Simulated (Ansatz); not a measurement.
Electronic density of states of amorphous Hf$_{18}$O$_{38}$Ti, density 8.71 g/cm³, on a 2×2×2 Γ-centred mesh with a Gaussian width of 0.1 eV; energies count from the Fermi level, whose place inside the gap is arbitrary. Cell and mesh are small, so fine structure isn't converged. Level of theory: PBE, scalar-relativistic without spin-orbit coupling (plane waves to 420 eV, PAW; Ansatz, a program for electronic structure). Sampling: a 2×2×2 Γ-centred mesh; Fermi-Dirac width 0.02 eV; no spin polarisation. At PBE the levels at both edges of the gap are localised (band-tail or defect states), and the nearest spread-out levels lie 4.0 eV apart at the zone centre.

It comes from a melt-quench run on a machine-learned potential (CHGNet), relaxed afterwards by DFT. O atoms were pushed apart under 1.9 Å during the dynamics, to hinder bonds among them. The hot cell started wider than the set density and was brought back towards it in steps. It is the lowest in DFT energy of 2 quenches. It is a model cell: composition and starting density were chosen by hand, and all elements were melted together. No dispersion term was used. Its density started from a set value of 8.71 and ended at 8.71 g/cm³. The simulated quench (nominally 300 K/ps over its main leg) is rapid and tends to freeze in more defects than a deposited or slowly cooled glass has. One small periodic cell is one sample of the glass; other quenches scatter about these values. The volume was held where the preparation left it and the shape relaxed, at a PBE pressure of 2.5 GPa. Stress components on the final sampling reach 2.6 GPa. On a 2×2×2 Γ-centred mesh force components of up to 0.12 eV/Å stay, since the relaxation ran on the zone centre alone.

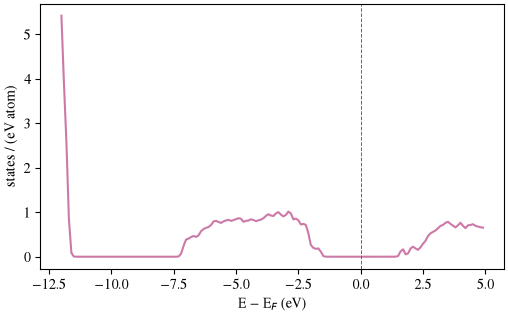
Fig. 1. Density of states per atom

The gap between localised states on this mesh is 3.29 eV; the broadening fills part of it in the curve.
